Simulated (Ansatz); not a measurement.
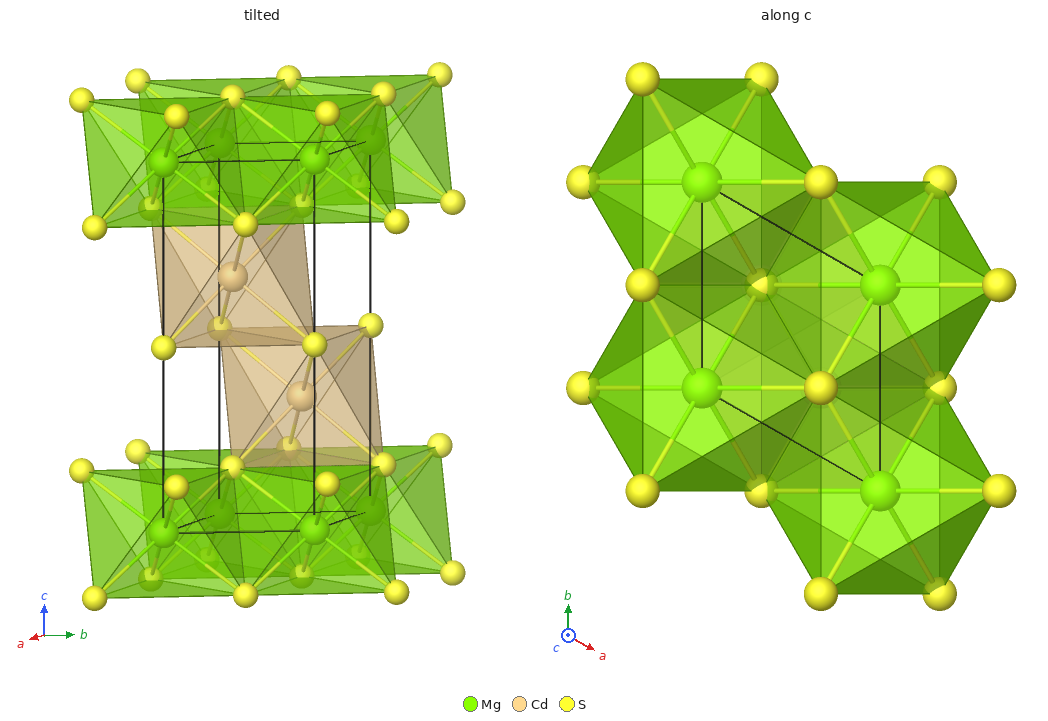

View slightly off an axis and along the c axis, drawn as a polyhedral model. The parallelepiped is the conventional unit cell. Some atoms of the next cells are drawn as well.

MgCd2S3, space group P-3m1 (No. 164), a = 3.827 Å, b = 3.827 Å, c = 9.381 Å, α = 90.00°, β = 90.00°, γ = 120.00°. The structure was taken from a structure type filled with these elements by a generator (whether the compound takes this form wasn't checked). Earlier steps of the study, as a rule a relaxation of our own, may have changed the cell and positions, so they can lie some per cent off the listed ones. It went into a calculation with Ansatz.

This one geometry was computed with Ansatz (DFT, plane waves, PAW) at three levels of theory: LDA, r2SCAN and PBE.

Question: Which level gives the highest pressure at this volume, and what does that say about its equilibrium volume?

Answer: Highest: PBE (0.0 GPa), which points to the largest equilibrium volume. Lowest, with the smallest volume: LDA (-5.8 GPa). Levels within 0.5 GPa of each other can't be told apart.

Question: How does the band gap change with the level of theory?

Answer: LDA: a gap of 0.65 eV, indirect; PBE: a gap of 0.92 eV, indirect; r2SCAN: a gap of 1.43 eV, indirect.

Question: Collect the results in a table.

Answer:
| level | cutoff (eV) | k-mesh of the run's cell | gap (eV) | pressure (GPa) |
| --- | --- | --- | --- | --- |
| LDA | 420 | 12×12×4 | 0.65 | -5.8 |
| r2SCAN | 500 | 12×12×4 | 1.43 | -1.6 |
| PBE | 420 | 12×12×4 | 0.92 | 0.0 |

Gaps are taken on the k-mesh or band path of each run.
